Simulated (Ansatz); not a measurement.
# H2O (water) at 6 levels

Aim: a comparison of 6 runs (BHLYP/3-21G, HSE06/3-21G, PBE/3-21G, B3LYP/6-31G*, r2SCAN0/6-31G*, RPA@PBE/6-31G*) of H2O (water). 

The calculation is run with Ansatz 0.2.0.

67 further runs of the same task are left out: 1 that didn't finish, 66 set aside as unsound or not needed.

## 1. The molecule

H2O: 3 atoms, total charge 0, spin state singlet. As SMILES, `O`. The H3–O1 distance was set to 1.919 Å, away from the relaxed value. At this shape a bond of the SMILES string is far longer than usual.

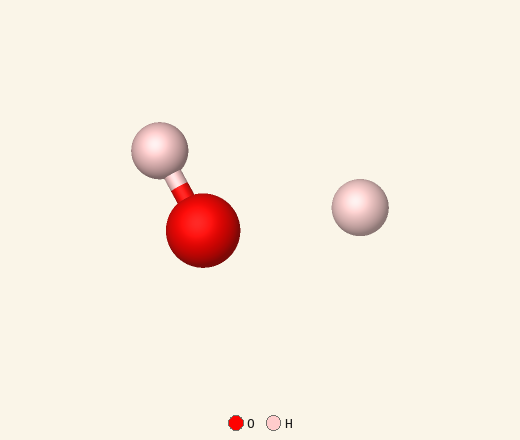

Viewed from a chosen angle; oxygen red, hydrogen pink.

## 2. A single-point energy at BHLYP/3-21G (run 1)

File job.yaml:

```yaml
basis:
  gaussian: {orbitals: 3-21G.json}
crystal:
  periodic: [false, false, false]
  atoms:
    - symbol: O
      position_ang: [-0.441594, 1.148962, -0.106501]
    - symbol: H
      position_ang: [0.327606, 1.497162, 0.349399]
    - symbol: H
      position_ang: [-0.163800, -0.748600, -0.174700]
hamiltonian: {xc: {name: BHLYP}}
accuracy: high
```

The basis set 3-21G is read from a file made from the Basis Set Exchange's data (not shown).

Started as:

```bash
$ ansatz run job.yaml --threads 1 --pin off --max-ram 2610MiB --events-out events.jsonl --progress --plain --runs-dir runs
```

Log:

```text
Warning: RAYON_NUM_THREADS=1 ignored (pool sized by the plan → 1); use --threads N
Functional definition: BHLYP
  name "BHLYP"
  parameter a = 0.5
  exchange = (1 - a)*b88_x + a*exact_x
  correlation = lyp_c
187 factors; integrals over basis functions are off by at most 3.5e-9 eV
mean field evaluation 1: about -2054.8471 eV, gradient 4.9e1 eV
mean field evaluation 2: about -2044.6001 eV, gradient 8.1e1 eV
mean field evaluation 4: about -2061.3647 eV, gradient 5.0e0 eV
mean field evaluation 8: about -2061.4240 eV, gradient 9.7e-2 eV
mean field evaluation 16: about -2061.4240 eV, gradient 7.3e-7 eV
mean field -2061.42401426 eV, -75.7559352408 hartree, gradient 7.0e-9 eV, S^2 0.000000; 0 other end points of the search recorded, 0 dependent functions left out
reference -2061.42402616 eV, -75.7559356780 hartree; 5, 5 occupied and 8, 8 virtual orbitals, 187 factors
Total energy: -2061.42402616 eV, -75.7559356780 hartree
```

Run time: 0.52 s. Hardware: 1 thread of Arm Neoverse N1, shared host.

## 3. The energy at HSE06/3-21G (run 2)

File molecule.yaml:

```yaml
crystal:
  periodic: [false, false, false]
  atoms:
    - {symbol: O, position_ang: [-0.441594, 1.148962, -0.106501]}
    - {symbol: H, position_ang: [0.327606, 1.497162, 0.349399]}
    - {symbol: H, position_ang: [-0.163800, -0.748600, -0.174700]}
basis:
  gaussian:
    orbitals: 3-21G.json
hamiltonian:
  xc: {name: HSE06}
accuracy: high
```

The basis set 3-21G is read from a file made from the Basis Set Exchange's data (not shown).

Started as:

```bash
$ ansatz run molecule.yaml --threads 1 --pin off --max-ram 2610MiB --events-out events.jsonl --progress --plain --runs-dir runs
```

Log:

```text
Warning: RAYON_NUM_THREADS=1 ignored (pool sized by the plan → 1); use --threads N
Functional definition: HSE06
  name "HSE06"
  parameter a = 0.25
  parameter omega = 0.11/bohr
  exchange = pbe_x - a*pbe_x_sr(omega) + a*exact_x_sr(omega)
  correlation = pbe_c
187 factors; integrals over basis functions are off by at most 3.5e-9 eV
50 factors; integrals over basis functions are off by at most 5.8e-10 eV
mean field evaluation 1: about -2053.3366 eV, gradient 5.3e1 eV
mean field evaluation 2: about -2034.5897 eV, gradient 9.3e1 eV
mean field evaluation 4: about -2060.1223 eV, gradient 1.1e1 eV
mean field evaluation 8: about -2060.5332 eV, gradient 7.9e-1 eV
mean field evaluation 16: about -2060.5350 eV, gradient 1.9e-6 eV
mean field -2060.53503659 eV, -75.7232659140 hartree, gradient 8.4e-8 eV, S^2 0.000000; 0 other end points of the search recorded, 0 dependent functions left out
reference -2060.53503771 eV, -75.7232659550 hartree; 5, 5 occupied and 8, 8 virtual orbitals, 187 factors
Total energy: -2060.53503771 eV, -75.7232659550 hartree
```

Wall time 0.71 s (1 thread of Arm Neoverse N1, shared host).

Runs 3 to 5 aren't shown in full; the table further down has their settings and results.

## 4. A single-point energy at RPA@PBE/6-31G(d) (spherical functions) (run 6)

File run.yaml:

```yaml
crystal:
  periodic: [false, false, false]
  atoms:
    - {symbol: O, position_ang: [-0.441594, 1.148962, -0.106501]}
    - {symbol: H, position_ang: [0.327606, 1.497162, 0.349399]}
    - {symbol: H, position_ang: [-0.163800, -0.748600, -0.174700]}
basis:
  gaussian:
    orbitals: 6-31G_st_-spherical.json
correlation:
  method: rpa
  frozen_orbitals: {H: 0, O: 1}
hamiltonian:
  xc: {name: PBE}
accuracy: high
```

The basis set 6-31G* is read from a file made from the Basis Set Exchange's data (not shown).

Started as:

```bash
$ ansatz run run.yaml --threads 1 --pin off --max-ram 2610MiB --events-out events.jsonl --progress --plain --runs-dir runs
```

Log (excerpt; [...] marks lines left out):

```text
Warning: RAYON_NUM_THREADS=1 ignored (pool sized by the plan → 1); use --threads N
Functional definition: PBE
  name "PBE"
[...]
303 factors; integrals over basis functions are off by at most 3.5e-9 eV
[...]
mean field -2072.50603230 eV, -76.1631918921 hartree, gradient 1.6e-8 eV, S^2 0.000000; 0 other end points of the search recorded, 0 dependent functions left out; unrestricted orbitals would lower it
[...]
unrestricted determinant -2064.87804738 eV, -75.8828686166 hartree, S^2 0.8876
1 core orbitals not correlated: weight in the atoms' cores, before any rotation towards them, 1.000 or more for the frozen orbitals, at most 0.000 for the correlated occupied ones
reference -2062.20620851 eV, -75.7846803490 hartree; 4, 4 occupied and 13, 13 virtual orbitals, 303 factors
Total energy: -2071.79615099 eV, -76.1371042352 hartree
```

Wall time 0.91 s (1 thread of Arm Neoverse N1, shared host).

## 5. Overview of the runs

| run | level | frozen core orbitals | energy (Eh) | wall time |
| --- | --- | --- | --- | --- |
| 1 | BHLYP/3-21G | – | -75.755936 | 0.52 s |
| 2 | HSE06/3-21G | – | -75.723266 | 0.71 s |
| 3 | PBE/3-21G | – | -75.739657 | 0.52 s |
| 4 | B3LYP/6-31G* (spherical functions) | – | -76.238350 | 0.64 s |
| 5 | r2SCAN0/6-31G* (spherical functions) | – | -76.171861 | 1.6 s |
| 6 | RPA@PBE/6-31G* (spherical functions) | 1 | -76.137104 | 0.91 s |

## 6. Summary of results

| quantity | value |
| --- | --- |
| run 6: total energy | -76.13710 Eh |
| run 6: RPA correlation energy (valence) | -352.4 mEh |

**Reading.** Totals of different functionals can't be ranked against each other. In run 6 the log says that unrestricted orbitals would lower the reference, so the values rest on an unstable closed-shell determinant (other closed-shell runs at this shape may share the fault). In runs 1, 2, 3, 4, 5, 6 a closed-shell determinant meets a far-stretched bond, which it describes badly. All runs together took 4.8 s, the longest 1.6 s.
